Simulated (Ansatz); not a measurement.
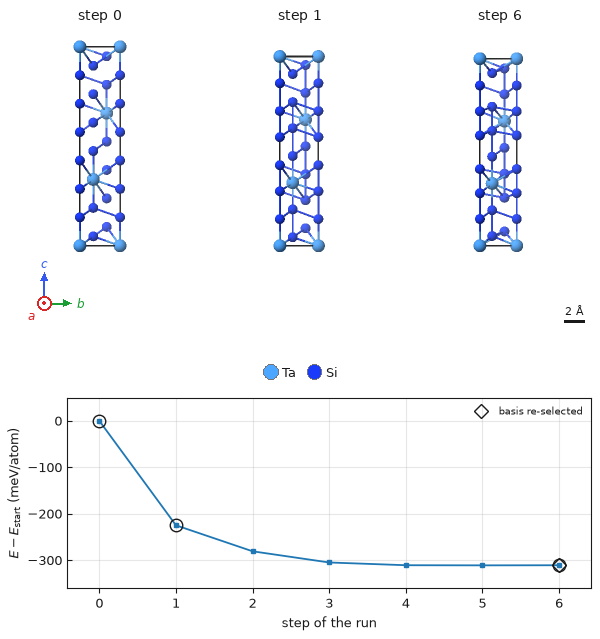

Frames of a relaxation of a crystal of TaSi₆ (a generated structure, set up in R-3m) (coarse preliminary run), marked on the history of the run. A ball-and-stick model of the conventional cell (3 times the calculation's cell), seen along the a axis. Lengths and directions refer to the drawn axes.

Level of theory: DFT PBE, scalar-relativistic, plane waves, PAW in Ansatz 0.2.0.

Input file:
```yaml
crystal:
  lattice:
    - [2.38526501, 1.3771334, 6.81646255]
    - [-2.38526501, 1.3771334, 6.81646255]
    - [0.0, -2.7542668, 6.81646255]
  atoms:
    - { symbol: Ta, position: [0.0, 0.0, 0.0] }
    - { symbol: Si, position: [0.28571429, 0.28571429, 0.28571429] }
    - { symbol: Si, position: [0.57142857, 0.57142857, 0.57142857] }
    - { symbol: Si, position: [0.85714286, 0.85714286, 0.85714286] }
    - { symbol: Si, position: [0.14285714, 0.14285714, 0.14285714] }
    - { symbol: Si, position: [0.42857143, 0.42857143, 0.42857143] }
    - { symbol: Si, position: [0.71428571, 0.71428571, 0.71428571] }
basis:
  ecutwfc: 420
kpoints:
  mp_grid: { grid: [6, 6, 6] }
hamiltonian:
  xc: pbe
scf:
  occupations: { method: gaussian, width: 0.1 }
  lower_state_search: "off"
output:
  forces: true
  stress: true
  eigenvalues: true
relax:
  adjacent_minimum: "off"
  f_tol: 0.04
  max_steps: 70
  cell: { stress_tol: 0.4 }
```

Launched with:
```bash
ansatz run input.yaml --threads 1 --pin off --max-ram 2560MiB --backend cpu --events-out ev --progress --plain --runs-dir out
```

**What happens along the run?**

The largest moves relative to the cell, 0.35 Å, are those of Si3 and Si6. Si6 goes along −c. Ta stays in place. The volume changes by −21.1 %, with a = b 4.771 → 4.370 Å (−8.4 %), c 20.449 → 19.223 Å (−6.0 %). Some distances before and after: Si3–Si6 2.921 → 3.454 Å, Ta1–Si3 3.373 → 2.924 Å, Si2–Si6 2.921 → 2.481 Å, Si2–Si3 2.921 → 2.567 Å. Among the angles between lasting bonds that change: Ta1–Si6–Ta1 90.0° → 96.7°, Ta1–Si7–Ta1 109.5° → 107.2°. The space group stays R-3m (No. 166). The energy falls by 311 meV per atom in 5 accepted moves (6 points after the start). Largest force component: 0.67 eV/Å at the start, 0.032 eV/Å at the end. The pressure goes from −16.18 to 0.10 GPa. At 1 point the geometry stayed and the basis and grid were re-selected for the new cell (energy shift of 0.2 meV per atom at most each time). From step 0 to 1: Si atoms move most (0.05 Å), volume −12.7 %, energy −225 meV per atom. From step 1 to 6: Si atoms move most (0.30 Å), volume −9.6 %, energy −85.9 meV per atom.
